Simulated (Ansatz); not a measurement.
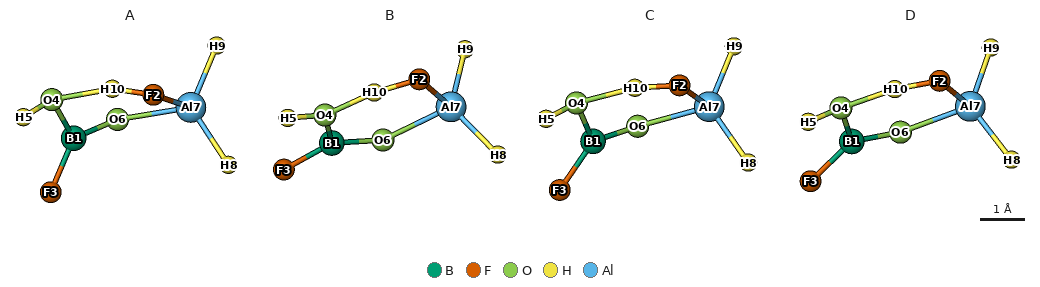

4 geometries from one relaxation of AlBH4O2F2, in shuffled order. A ball-and-stick model, seen at a tilt.

The run prepares an end point of a later path (reaction) calculation, from a guessed geometry.

The calculation used RKS PBE-D4/def2-SVP in Ansatz 0.2.0. (no spin polarisation; force threshold 0.03 eV/Å; at most 50 steps)

Order the frames from highest to lowest energy.

Answer. A, C, D, B. They are steps 0, 2, 4, 12, at +0.575 eV, +0.213 eV, +0.055 eV relative to the last. The energy falls by 0.575 eV in 10 accepted moves (12 points after the start). Largest force component: 2.5 eV/Å at the start, 0.027 eV/Å at the end. The line search rejected the trial steps at points 8, 11 of the run. The forces were under the threshold at step 10, but the run went on from there. The atom that moves furthest after the best rigid fit is F3 (0.98 Å). By element the largest moves are F 0.98 Å, O 0.50 Å, H 0.43 Å, B 0.17 Å, Al 0.11 Å. Among the contacts that change: O4–H10 1.455 → 1.295 Å, F2–H10 0.965 → 1.080 Å, F2–Al7 1.978 → 1.923 Å, B1–O6 1.358 → 1.313 Å. Among the angles between lasting bonds that change: F2–Al7–O6 82.3° → 93.4°, B1–O6–Al7 125.6° → 131.8°, B1–O4–H5 113.4° → 119.2°.
